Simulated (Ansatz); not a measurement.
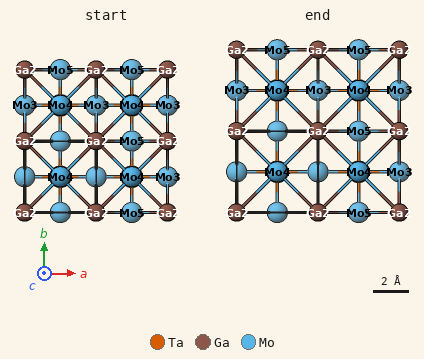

The structure of solid TaGaMo3 (a generated structure, set up in Pm-3m) (coarse preliminary run) before (left) and after (right) a relaxation, at one scale.

The picture is a ball-and-stick view of the cell of the calculation, repeated 2 × 2 × 1 with one cell outlined, seen along the c axis.

These are results of Ansatz, DFT PBE, scalar-relativistic, plane waves, PAW, not measurements. Set-up: plane-wave cutoff 420 eV; k-point mesh 4 × 4 × 4; occupations gaussian; smearing width 0.1 eV; no spin polarisation; cell and atoms relaxed; force threshold 0.04 eV/Å; at most 70 steps.

What changed between the two?

Answer. The energy falls by 7.745 eV per cell of the calculation in 5 accepted moves (7 points after the start). All forces vanish by symmetry, so only the cell relaxes. Pressure: 103.30 GPa at the start and 0.11 GPa at the end. The SCF was repeated twice at an unchanged geometry on a basis and grid sized afresh for the cell, which shifted the energy by 71.9 meV per cell of the calculation at most. No atom moves by more than 0.005 Å relative to the cell. The volume changes by +47.7 %, with a = b = c 4.173 → 4.752 Å (+13.9 %). Among the contacts that change: Ga–Mo 2.950 → 3.360 Å, Mo–Mo 2.950 → 3.360 Å, Mo–Ta 2.086 → 2.376 Å. The space group stays Pm-3m (No. 221).

Limits of the set-up: the k-point mesh is coarse for a cell with partly filled bands.
